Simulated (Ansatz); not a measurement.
A series of calculations on GeH$_{3}$SOCl$_{2}$F

**1. Relaxation**

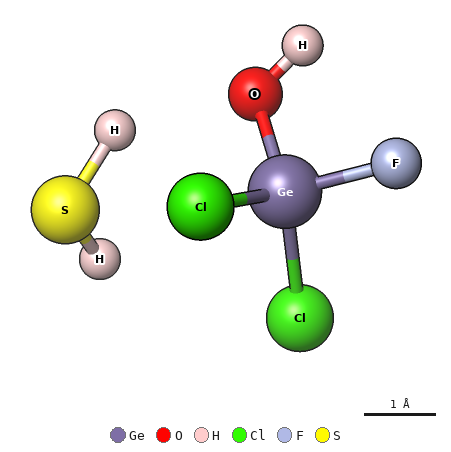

Starting structure of GeH3SOCl2F. A ball-and-stick model, seen from a free direction.

The run prepares an end point of a later path (reaction) calculation, from a guessed geometry.

These are results of RKS PBE0-D4/def2-SVP in Ansatz 0.2.0, not measurements.

The input:
```yaml
crystal:
  periodic: [false, false, false]
  atoms:
    - { symbol: Ge, position_ang: [-0.133075, -0.078161, -0.010519] }
    - { symbol: O, position_ang: [-0.231705, -0.06619, 1.749926] }
    - { symbol: H, position_ang: [-0.866601, -0.736538, 2.044459] }
    - { symbol: Cl, position_ang: [1.82593, -0.439009, -0.731371] }
    - { symbol: Cl, position_ang: [-1.086803, 1.559214, -0.950187] }
    - { symbol: F, position_ang: [-1.063608, -1.470243, -0.440159] }
    - { symbol: S, position_ang: [1.595062, 2.533923, 1.438866] }
    - { symbol: H, position_ang: [2.748544, 1.834079, 1.438449] }
    - { symbol: H, position_ang: [1.006354, 1.669626, 2.335937] }
basis:
  gaussian: { orbitals: def2-SVP }
hamiltonian:
  xc: pbe0
  dispersion: d4
relax:
  f_tol: 0.03
  max_steps: 50
```

Launched with:
```bash
ansatz run input.yaml --threads 4 --pin off --max-ram 5120MiB --backend cpu --events-out ev --progress --plain --runs-dir out
```

Q: Where does the relaxation end?

A: Over 3 geometry steps the energy falls by 0.015 eV. Largest force component: 0.45 eV/Å at the start, 0.028 eV/Å at the end. H9 moves most after the best rigid fit: 0.099 Å. Largest moves by element: H 0.099 Å, S 0.061 Å, F 0.034 Å, Ge 0.033 Å, O 0.028 Å, Cl 0.021 Å. Among the contacts that change: Ge1–S7 3.451 → 3.544 Å, S7–H9 1.378 → 1.349 Å, Ge1–O2 1.763 → 1.754 Å.

The structure at the end:

```xyz
9

Ge   -0.1570   -0.0996   -0.0197
O    -0.2488   -0.0789    1.7315
H    -0.8428   -0.7821    2.0312
Cl    1.8065   -0.4455   -0.7354
Cl   -1.0836    1.5524   -0.9578
F    -1.0877   -1.4907   -0.4524
S     1.6336    2.5733    1.4657
H     2.7488    1.8132    1.4548
H     1.0252    1.7647    2.3576
```

After the run, drawn alike:

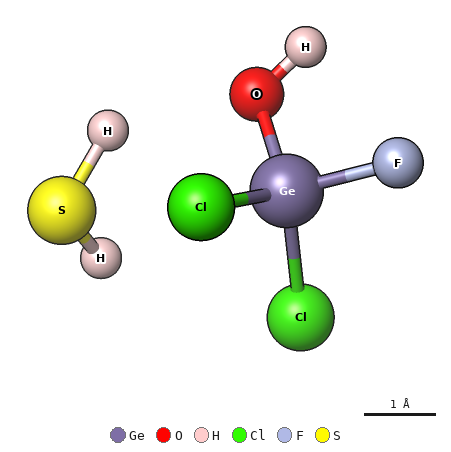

Limits of the set-up: the start holds two separate molecules, 2.2 Å apart at their closest, whose relative position is a soft coordinate.

**2. Relaxation**

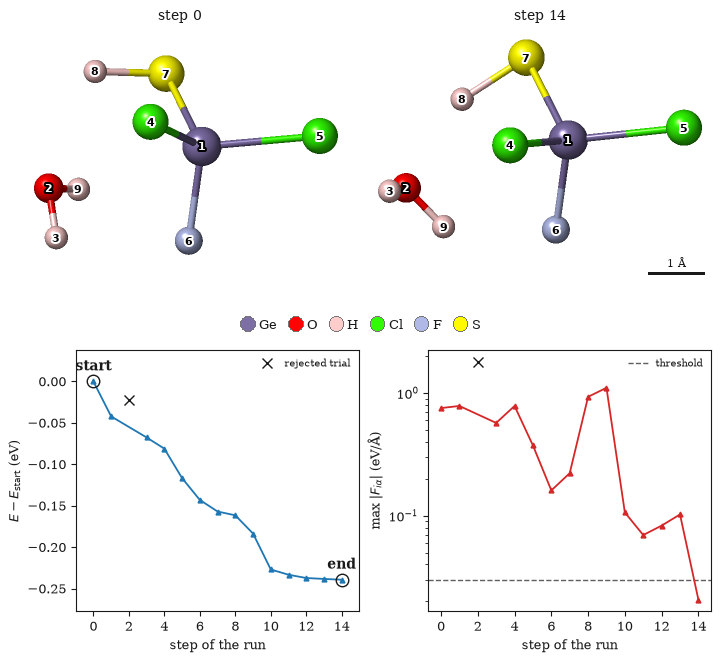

First and last geometry of a relaxation of GeH₃SOCl₂F, with the history of the run. Style: ball-and-stick. Shown at a tilt.

The run prepares an end point of a later path (reaction) calculation, from a guessed geometry.

All numbers below come from Ansatz 0.2.0, RKS PBE0-D4/def2-SVP.

Input file:
```yaml
crystal:
  periodic: [false, false, false]
  atoms:
    - { symbol: Ge, position_ang: [0.221586, 0.735527, -0.333922] }
    - { symbol: O, position_ang: [0.672747, -0.259681, 2.42711] }
    - { symbol: H, position_ang: [0.006276, -0.943822, 2.287127] }
    - { symbol: Cl, position_ang: [1.642853, -0.747877, -0.869946] }
    - { symbol: Cl, position_ang: [-0.598961, 1.628995, -2.086147] }
    - { symbol: F, position_ang: [-1.135294, -0.078985, 0.381202] }
    - { symbol: S, position_ang: [1.030376, 2.388643, 0.92754] }
    - { symbol: H, position_ang: [1.830864, 1.535398, 1.606979] }
    - { symbol: H, position_ang: [0.123653, 0.548502, 2.535457] }
basis:
  gaussian: { orbitals: def2-SVP }
hamiltonian:
  xc: pbe0
  dispersion: d4
relax:
  f_tol: 0.03
  max_steps: 50
```

Command:
```bash
ansatz run input.yaml --threads 4 --pin off --max-ram 5120MiB --backend cpu --events-out ev --progress --plain --runs-dir out
```

> Did the run converge, and what did it change?

It converged. H3 moves most after the best rigid fit: 1.00 Å. By element the largest moves are H 1.00 Å, F 0.47 Å, Cl 0.43 Å, S 0.37 Å, O 0.29 Å, Ge 0.18 Å. Near-neighbour distances that change, for instance: Ge1–S7 2.231 → 2.164 Å, S7–H8 1.353 → 1.374 Å, Ge1–Cl4 2.123 → 2.143 Å, O2–H9 0.983 → 0.969 Å. Bond angles that change, for instance: Cl5–Ge1–S7 107.1° → 112.7°, Ge1–S7–H8 91.8° → 87.0°, Cl4–Ge1–F6 107.4° → 102.7°. Groups turn about Ge1–S7 by about 30°. The energy falls by 0.239 eV in 13 accepted moves (14 points after the start). Largest force component: 0.75 eV/Å at the start, 0.021 eV/Å at the end. The line search rejected the trial step at point 2 of the run.

**3. Path**

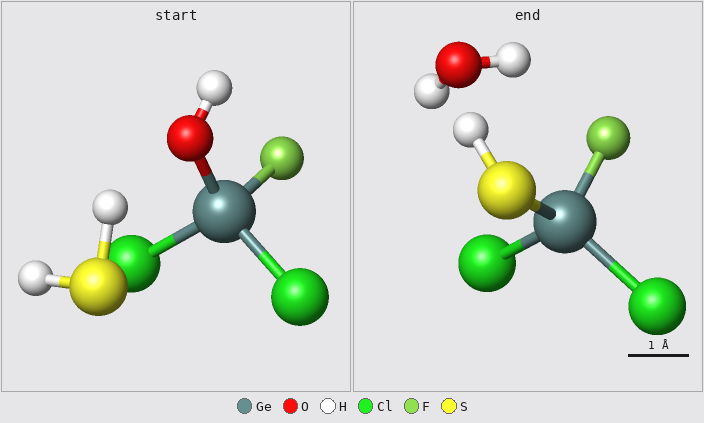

The two relaxed end points of a path for GeH$_{3}$SOCl$_{2}$F, made up at the start of GeHOCl$_{2}$F and H₂S. Style: ball-and-stick. Shown from a free direction.

All numbers below come from Ansatz, RKS PBE0-D4/def2-SVP.

Set-up: 7 movable images; climbing image; force threshold 0.05 eV/Å; iteration limit 60.

Start:
```xyz
9

Ge   -0.1571   -0.0996   -0.0197
O    -0.2488   -0.0790    1.7315
H    -0.8427   -0.7822    2.0312
Cl    1.8064   -0.4454   -0.7355
Cl   -1.0837    1.5524   -0.9577
F    -1.0877   -1.4906   -0.4524
S     1.6336    2.5732    1.4657
H     2.7488    1.8132    1.4547
H     1.0253    1.7646    2.3577
```

End:
```xyz
9

Ge    0.2244    0.8588   -0.4091
O     0.6229   -0.0079    2.6574
H     1.0178   -0.8344    2.3521
Cl    1.2663   -0.9907   -0.7005
Cl   -0.4962    1.5362   -2.2897
F    -1.1722    0.3714    0.5162
S     1.3391    2.3795    0.6537
H     1.2852    1.5513    1.7490
H    -0.2931   -0.0575    2.3464
```

Predict the minimum-energy path and its barrier.

Answer. Forward barrier 66.1 kJ/mol, backward barrier 112.9 kJ/mol, with image 2 at the top; the reaction energy is −46.8 kJ/mol. Breaking: Ge1–O2 (1.75 → 1.89 at the top → 3.21 Å), S7–H9 (1.35 → 1.63 at the top → 3.39 Å). Forming: Ge1–S7 (3.54 → 2.51 at the top → 2.16 Å), O2–H9 (2.33 → 1.22 at the top → 0.97 Å). The band converged in 26 iterations, with a climbing image at the top. At the top, the vibrational analysis gives one imaginary mode (1008i cm⁻¹), as a transition state must have.

Energies of the converged images:

```csv
image,path (Å),E (kJ/mol)
0,0.00,0.0
1,0.75,13.1
2,1.50,66.1
3,2.38,16.5
4,3.26,-3.7
5,4.14,-26.3
6,5.02,-38.2
7,5.91,-40.5
8,6.80,-46.8
```

The geometry at the top of the path:

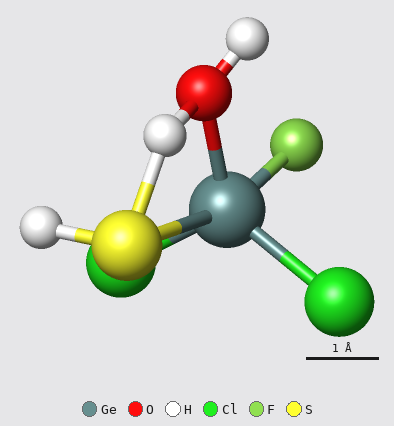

Limits of the set-up: the start holds two separate molecules, 2.3 Å apart at their closest, whose relative position is a soft coordinate.

The run took 8.1 min on 4 threads of Arm Neoverse V1 (shared host), peak memory 0.37 GiB.
